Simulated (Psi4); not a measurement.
# A workflow on BH2 (boron dihydride), part 2 of 2

Psi4 1.11. The steps go on from the part before.

## Step 5: The excited states at TD-PBE0/def2-SVP (density fitting, save jk yes) (run 4)

Input file input.in:

```
memory 1600 MB

molecule {
  0 2
  B      0.264674    -0.166887     0.129591
  H      0.282531     1.030016     0.267144
  H     -0.565407    -0.856613    -0.406186
}

set basis def2-SVP
set reference uks
set save_jk true

from psi4.driver.procrouting.response.scf_response import tdscf_excitations
e_tot, wfn = energy('pbe0', return_wfn=True)
states = tdscf_excitations(wfn, states=6, tda=False)
```

Started as:

```console
psi4 input.in input.out -n 1
```

input.out:

```text
Psi4 1.11 release

   => Loading Basis Set <=

    Name: DEF2-SVP
    Role: ORBITAL
    Keyword: BASIS

         ---------------------------------------------------------
                                   SCF
                              UKS Reference
                        1 Threads,   1525 MiB Core
         ---------------------------------------------------------

  ==> Geometry <==

    Molecular point group: cs
    Full point group: Cs

    Geometry (in Angstrom), charge = 0, multiplicity = 2:

       Center              X                  Y                   Z               Mass
    ------------   -----------------  -----------------  -----------------  -----------------
         B            0.069898764853    -0.039413444151     0.000000000000    11.009305360000
         H            0.152421570825     1.162670778423     0.000000000000     1.007825032230
         H           -0.915983520509    -0.732125169745     0.000000000000     1.007825032230

  Running in cs symmetry.

  Rotational constants: A =     36.79931  B =      7.07002  C =      5.93061 [cm^-1]
  Rotational constants: A = 1103215.66562  B = 211953.73681  C = 177795.10564 [MHz]
  Nuclear repulsion =    4.635100959522818

  Charge       = 0
  Multiplicity = 2
  Electrons    = 7
  Nalpha       = 4
  Nbeta        = 3

  ==> Algorithm <==

  SCF Algorithm Type is DF.
  DIIS enabled.
  MOM disabled.
  Fractional occupation disabled.
  Guess Type is SAD.
  Energy threshold   = 1.00e-06
  Density threshold  = 1.00e-06
  Integral threshold = 1.00e-12

  ==> Primary Basis <==

  Basis Set: DEF2-SVP
    Blend: DEF2-SVP
    Number of shells: 12
    Number of basis functions: 24
    Number of Cartesian functions: 25
    Spherical Harmonics?: true
    Max angular momentum: 2

  ==> DFT Potential <==

   => LibXC <=

    Version 7.1.2

   => Composite Functional: PBE0 <=

    PBE0 Hyb-GGA Exchange-Correlation Functional

    Deriv               =              1
    GGA                 =           TRUE
    Meta                =          FALSE

    Exchange Hybrid     =           TRUE
    MP2 Hybrid          =          FALSE

   => Exchange Functionals <=

    0.7500   Perdew, Burke & Ernzerhof

   => Exact (HF) Exchange <=

    0.2500               HF

   => Correlation Functionals <=

    1.0000   Perdew, Burke & Ernzerhof

   => LibXC Density Thresholds  <==

    XC_HYB_GGA_XC_PBEH:  1.00E-15

   => Molecular Quadrature <=

    Radial Scheme          =       TREUTLER
    Pruning Scheme         =           NONE
    Nuclear Scheme         =       TREUTLER

    Blocking Scheme        =         OCTREE
    BS radius alpha        =              1
    Pruning alpha          =              1
    Radial Points          =             75
    Spherical Points       =            302
    Total Points           =          65845
    Total Blocks           =            549
    Max Points             =            256
    Max Functions          =             24
    Weights Tolerance      =       1.00E-15

   => Loading Basis Set <=

    Name: (DEF2-SVP AUX)
    Role: JKFIT
    Keyword: DF_BASIS_SCF

  ==> Integral Setup <==

  DFHelper Memory: AOs need 0.001 GiB; user supplied 1.072 GiB.
  SCF_SUBTYPE=INCORE selected. In-core MEM_DF algorithm will be used.
  Using in-core AOs.

  ==> MemDFJK: Density-Fitted J/K Matrices <==

    J tasked:                   Yes
    K tasked:                   Yes
    wK tasked:                   No
    Memory [MiB]:              1097
    Algorithm:                 Core
    Schwarz Cutoff:           1E-12
    Mask sparsity (%):       0.0000
    Fitting Condition:        1E-10

   => Auxiliary Basis Set <=

  Basis Set: (DEF2-SVP AUX)
    Blend: DEF2-UNIVERSAL-JKFIT
    Number of shells: 37
    Number of basis functions: 111
    Number of Cartesian functions: 129
    Spherical Harmonics?: true
    Max angular momentum: 4

  Cached 100.0% of DFT collocation blocks in 0.046 [GiB].

  Minimum eigenvalue in the overlap matrix is 2.6535918771E-02.
  Reciprocal condition number of the overlap matrix is 7.2537821677E-03.
    Using symmetric orthogonalization.

  ==> Pre-Iterations <==

  SCF Guess: Superposition of Atomic Densities via on-the-fly atomic UHF (no occupation information).

   -------------------------
    Irrep   Nso     Nmo
   -------------------------
     A'        18      18
     A"         6       6
   -------------------------
    Total      24      24
   -------------------------

  ==> Iterations <==

                           Total Energy        Delta E     RMS |[F,P]|

   @DF-UKS iter SAD:   -25.40579771487021   -2.54058e+01   0.00000e+00
   @DF-UKS iter   1:   -25.84998312046939   -4.44185e-01   6.64278e-03 DIIS/ADIIS
   @DF-UKS iter   2:   -25.86261761482955   -1.26345e-02   2.82995e-03 DIIS/ADIIS
   @DF-UKS iter   3:   -25.86516076218915   -2.54315e-03   3.52542e-04 DIIS/ADIIS
   @DF-UKS iter   4:   -25.86519973464729   -3.89725e-05   5.54087e-05 DIIS
   @DF-UKS iter   5:   -25.86520085689711   -1.12225e-06   1.09300e-05 DIIS
   @DF-UKS iter   6:   -25.86520093436030   -7.74632e-08   3.18088e-06 DIIS
   @DF-UKS iter   7:   -25.86520094109930   -6.73900e-09   4.13692e-07 DIIS
  Energy and wave function converged.

  ==> Post-Iterations <==

   Electrons on quadrature grid:
      Nalpha   =    4.0000000197 ; deviation = 1.973e-08
      Nbeta    =    2.9999999933 ; deviation = -6.705e-09
      Ntotal   =    7.0000000130 ; deviation = 1.303e-08

   @Spin Contamination Metric:   1.400012011E-03
   @S^2 Expected:                7.500000000E-01
   @S^2 Observed:                7.514000120E-01
   @S   Expected:                5.000000000E-01
   @S   Observed:                5.000000000E-01

    Orbital Energies [Eh]
    ---------------------

    Alpha Occupied:

       1Ap    -6.845218     2Ap    -0.517442     3Ap    -0.386218
       4Ap    -0.226607

    Alpha Virtual:

       1App   -0.084224     5Ap     0.134281     6Ap     0.162602
       7Ap     0.195164     8Ap     0.259697     9Ap     0.292130
       2App    0.326763    10Ap     0.636421    11Ap     0.687439
       3App    0.909352    12Ap     0.979445     4App    0.991031
      13Ap     1.247105    14Ap     1.319401     5App    1.672146
      15Ap     1.733749     6App    1.878746    16Ap     1.950782
      17Ap     2.528767    18Ap     2.551963

    Beta Occupied:

       1Ap    -6.832268     2Ap    -0.490330     3Ap    -0.376652

    Beta Virtual:

       1App   -0.059290     4Ap    -0.045699     5Ap     0.142807
       6Ap     0.190659     7Ap     0.210889     8Ap     0.268774
       2App    0.343568     9Ap     0.363747    10Ap     0.645955
      11Ap     0.714210     3App    0.918593    12Ap     1.049347
       4App    1.061762    13Ap     1.265554    14Ap     1.337760
       5App    1.678952    15Ap     1.764086     6App    1.891069
      16Ap     1.968174    17Ap     2.537269    18Ap     2.573228

    Final Occupation by Irrep:
             Ap   App
    DOCC [     3,    0 ]
    SOCC [     1,    0 ]
    NA   [     4,    0 ]
    NB   [     3,    0 ]

  @DF-UKS Final Energy:   -25.86520094109930

   => Energetics <=

    Nuclear Repulsion Energy =              4.6351009595228181
    One-Electron Energy =                 -42.7924490140396330
    Two-Electron Energy =                  15.8264298131730410
    DFT Exchange-Correlation Energy =      -3.5342826997555283
    Empirical Dispersion Energy =           0.0000000000000000
    VV10 Nonlocal Energy =                  0.0000000000000000
    Total Energy =                        -25.8652009410993031

  UHF NO Occupations:
  HONO-2 :    2 Ap 1.9998069
  HONO-1 :    3 Ap 1.9994931
  HONO-0 :    4 Ap 1.0000000
  LUNO+0 :    5 Ap 0.0005069
  LUNO+1 :    6 Ap 0.0001931
  LUNO+2 :    7 Ap 0.0000001
  LUNO+3 :    8 Ap 0.0000000

Computation Completed

Properties will be evaluated at   0.000000,   0.000000,   0.000000 [a0]

Properties computed using the SCF density matrix

 Multipole Moments:

 ------------------------------------------------------------------------------------
     Multipole            Electronic (a.u.)      Nuclear  (a.u.)        Total (a.u.)
 ------------------------------------------------------------------------------------

 L = 1.  Multiply by 2.5417464519 to convert [e a0] to [Debye]
 Dipole X            :          0.6086862           -0.7824754           -0.1737892
 Dipole Y            :         -0.3432175            0.4412102            0.0979927
 Dipole Z            :          0.0000000            0.0000000            0.0000000
 Magnitude           :                                                    0.1995125

 ------------------------------------------------------------------------------------

	total time  =          1 seconds =       0.02 minutes

******************************************************************************************
**********                               WARNING                                **********
**********       The names of excited state variables changed between 1.5       **********
**********     and 1.6. For a quick solution, remove the symmetry specifier     **********
**********   from the variable name. For full details, see 'Notes on Psivars'   **********
**********                        in the documentation.                         **********
******************************************************************************************

         ---------------------------------------------------------
                         TDSCF excitation energies
         ---------------------------------------------------------

  ==> Options <==

     Residual threshold  : 1.0000e-04
     Initial guess       : denominators
     Reference           : UHF
     Solver type         : RPA (Hamiltonian)

  ==> Requested Excitations <==

      3 singlet states with Ap symmetry
      3 singlet states with App symmetry

  ==> Seeking the lowest 3 singlet states with Ap symmetry

                        Generalized Hamiltonian Solver

  ==> Options <==

    Max number of iterations        = 60
    Eigenvector tolerance           = 1.0000e-04
    Max number of expansion vectors = 600

  => Iterations <=
                              Max[D[value]]     Max[|R|]   # vectors
  HamiltonianSolver iter   1:   3.24205e-01  1.14853e-01     12
  HamiltonianSolver iter   2:   5.50086e-03  3.18620e-02     18
  HamiltonianSolver iter   3:   3.34831e-04  7.62372e-03     24
  HamiltonianSolver iter   4:   1.25155e-05  1.49311e-03     30
  HamiltonianSolver iter   5:   3.62116e-07  3.80175e-04     36
  HamiltonianSolver iter   6:   1.65303e-08  6.95336e-05     40      Converged

  ==> Seeking the lowest 3 singlet states with App symmetry

                        Generalized Hamiltonian Solver

  ==> Options <==

    Max number of iterations        = 60
    Eigenvector tolerance           = 1.0000e-04
    Max number of expansion vectors = 600

  => Iterations <=
                              Max[D[value]]     Max[|R|]   # vectors
  HamiltonianSolver iter   1:   2.32999e-01  9.96196e-02     12
  HamiltonianSolver iter   2:   3.65716e-03  7.56166e-03     18
  HamiltonianSolver iter   3:   9.27652e-06  4.37699e-04     24
  HamiltonianSolver iter   4:   2.68736e-08  1.45182e-05     30      Converged

******************************************************************************************
**********                               WARNING                                **********
**********  Length-gauge rotatory strengths are **NOT** gauge-origin invariant  **********
******************************************************************************************

                                    Excitation Energy         Total Energy        Oscillator Strength             Rotatory Strength
     #   Sym: GS->ES (Trans)        au              eV              au          au (length)    au (velocity)    au (length)    au (velocity)
    ---- -------------------- --------------- --------------- --------------- --------------- --------------- --------------- ---------------
     1     Ap->App (1 App)     0.04681         1.27383        -25.81839        0.0035          0.0064          0.0000         -0.0000
     2     Ap->App (1 App)     0.19396         5.27781        -25.67125        0.0000          0.0000          0.0000         -0.0000
     3     Ap->App (1 App)     0.23204         6.31426        -25.63316        0.0000          0.0000          0.0000         -0.0000
     4      Ap->Ap (1 Ap)      0.23823         6.48250        -25.62697        0.0009          0.0019          0.0000         -0.0000
     5      Ap->Ap (1 Ap)      0.28579         7.77685        -25.57941        0.0005          0.0021          0.0000         -0.0000
     6      Ap->Ap (1 Ap)      0.32206         8.76379        -25.54314        0.1553          0.1483          0.0000         -0.0000

Contributing excitations and de-excitations
Only contributions with abs(coeff) > 1.00e-01 will be printed:

Excited State    1 (1 App):   0.04681 au   973.32 nm f = 0.0035
Alpha orbitals:
  Sums of squares: Xssq =  1.002240e+00; Yssq =  3.026757e-03; Xssq - Yssq =  9.992131e-01
      4ap (a) ->   1app (a)    0.998912 (99.782%)
Beta orbitals:
  Sums of squares: Xssq =  2.089290e-03; Yssq =  1.302387e-03; Xssq - Yssq =  7.869030e-04

Excited State    2 (1 App):   0.19396 au   234.92 nm f = 0.0000
Alpha orbitals:
  Sums of squares: Xssq =  6.869283e-01; Yssq =  1.912748e-03; Xssq - Yssq =  6.850155e-01
      3ap (a) ->   1app (a)    0.826035 (68.233%)
Beta orbitals:
  Sums of squares: Xssq =  3.177578e-01; Yssq =  2.773312e-03; Xssq - Yssq =  3.149845e-01
      3ap (b) ->   1app (b)   -0.560455 (31.411%)

Excited State    3 (1 App):   0.23204 au   196.36 nm f = 0.0000
Alpha orbitals:
  Sums of squares: Xssq =  3.158799e-01; Yssq =  8.274887e-04; Xssq - Yssq =  3.150524e-01
      3ap (a) ->   1app (a)    0.561433 (31.521%)
Beta orbitals:
  Sums of squares: Xssq =  6.850372e-01; Yssq =  8.959979e-05; Xssq - Yssq =  6.849476e-01
      3ap (b) ->   1app (b)    0.826526 (68.315%)

Excited State    4 (1 Ap):   0.23823 au   191.26 nm f = 0.0009
Alpha orbitals:
  Sums of squares: Xssq =  1.018386e-02; Yssq =  1.393570e-03; Xssq - Yssq =  8.790286e-03
Beta orbitals:
  Sums of squares: Xssq =  9.916491e-01; Yssq =  4.393476e-04; Xssq - Yssq =  9.912097e-01
      3ap (b) ->   4ap (b)   -0.993032 (98.611%)

Excited State    5 (1 Ap):   0.28579 au   159.43 nm f = 0.0005
Alpha orbitals:
  Sums of squares: Xssq =  9.836672e-01; Yssq =  3.438511e-04; Xssq - Yssq =  9.833234e-01
      4ap (a) ->   5ap (a)    0.986443 (97.307%)
Beta orbitals:
  Sums of squares: Xssq =  1.763246e-02; Yssq =  9.558286e-04; Xssq - Yssq =  1.667663e-02
      2ap (b) ->   4ap (b)   -0.108626 ( 1.180%)

Excited State    6 (1 Ap):   0.32206 au   141.47 nm f = 0.1553
Alpha orbitals:
  Sums of squares: Xssq =  9.761326e-01; Yssq =  4.614988e-04; Xssq - Yssq =  9.756711e-01
      4ap (a) ->   6ap (a)    0.984617 (96.947%)
Beta orbitals:
  Sums of squares: Xssq =  2.509751e-02; Yssq =  7.685998e-04; Xssq - Yssq =  2.432891e-02
      3ap (b) ->   5ap (b)    0.139704 ( 1.952%)

******************************************************************************************
**********                               WARNING                                **********
**********       The names of excited state variables changed between 1.5       **********
**********     and 1.6. For a quick solution, remove the symmetry specifier     **********
**********   from the variable name. For full details, see 'Notes on Psivars'   **********
**********                        in the documentation.                         **********
******************************************************************************************

    Psi4 run time: 0:00:06.10
```

Run time: 7.2 s. Hardware: 1 thread of Intel Xeon Platinum 8488C (Sapphire Rapids), shared host; peak memory 0.25 GiB.

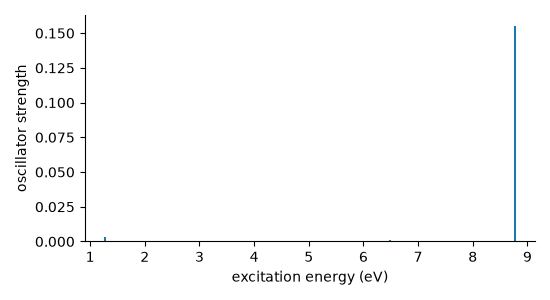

Vertical excitations as sticks.

The roots found:

```tsv
excited state	energy (eV)	strength	label
1	1.274	0.0035	App 1
2	5.278	0.0000	App 1
3	6.314	0.0000	App 1
4	6.482	0.0009	Ap 1
5	7.777	0.0005	Ap 1
6	8.764	0.1553	Ap 1
```

## Step 6: Results

What follows sums up all 2 parts.

| quantity | value |
| --- | --- |
| run 1, UPBE0/def2-SVP: total energy at the end | -25.86520 Eh |
| run 1, UPBE0/def2-SVP: dipole moment | 0.51 D |
| run 1, UPBE0/def2-SVP: HOMO energy (highest over α and β) | -6.17 eV |
| run 1, UPBE0/def2-SVP: LUMO energy (lowest over α and β) | -2.29 eV |
| run 1, UPBE0/def2-SVP: ⟨S²⟩ | 0.751 |
| run 2, UPBE0/def2-SVP: lowest harmonic wavenumber | 973 cm⁻¹ |
| run 2, UPBE0/def2-SVP: highest harmonic wavenumber | 2758 cm⁻¹ |
| run 2, UPBE0/def2-SVP: zero-point energy | 37.7 kJ/mol |
| run 2, UPBE0/def2-SVP: ideal-gas entropy at 298.15 K (symmetry number 2 as used) | 46.5 cal/(mol K) |
| run 3, UCCSD(T)/cc-pVTZ: total energy | -25.86283 Eh |
| run 3, UCCSD(T)/cc-pVTZ: HOMO energy (Hartree–Fock orbitals) (highest over α and β) | -9.49 eV |
| run 3, UCCSD(T)/cc-pVTZ: LUMO energy (Hartree–Fock orbitals) (lowest over α and β) | 1.29 eV |
| run 3, UCCSD(T)/cc-pVTZ: correlation energy (1 core orbital frozen) | -102.9 mEh |
| run 3, UCCSD(T)/cc-pVTZ: (T) correction | -1.98 mEh |
| run 3, UCCSD(T)/cc-pVTZ: ⟨S²⟩ of the reference determinant | 0.754 |
| run 3, UCCSD(T)/cc-pVTZ: T1 diagnostic | 0.014 |
| run 4, TD-PBE0/def2-SVP: ground-state or mean-field energy | -25.86520 Eh |
| run 4, TD-PBE0/def2-SVP: dipole moment (PBE0 Kohn–Sham density) | 0.51 D |
| run 4, TD-PBE0/def2-SVP: HOMO energy (PBE0 Kohn–Sham orbitals) (highest over α and β) | -6.17 eV |
| run 4, TD-PBE0/def2-SVP: LUMO energy (PBE0 Kohn–Sham orbitals) (lowest over α and β) | -2.29 eV |
| run 4, TD-PBE0/def2-SVP: ⟨S²⟩ of the reference determinant | 0.751 |
| run 4, TD-PBE0/def2-SVP: lowest excitation energy | 1.27 eV |

What this shows: The optimisation (run 1, UPBE0/def2-SVP) took 4 steps and changed the energy by -0.055 eV. All 3 modes (run 2, UPBE0/def2-SVP) are real, so the shape is a minimum at this level. The triples (run 3, UCCSD(T)/cc-pVTZ) make up 1.9 % of the correlation energy. The brightest of the 6 transitions from the ground state lies at 8.76 eV (141 nm, f = 0.155); the lowest, at 1.27 eV, has f = 0.003. Roots above 6.2 eV lie over the negative of the HOMO energy, where those of Rydberg kind are poorly described; valence roots are less touched.
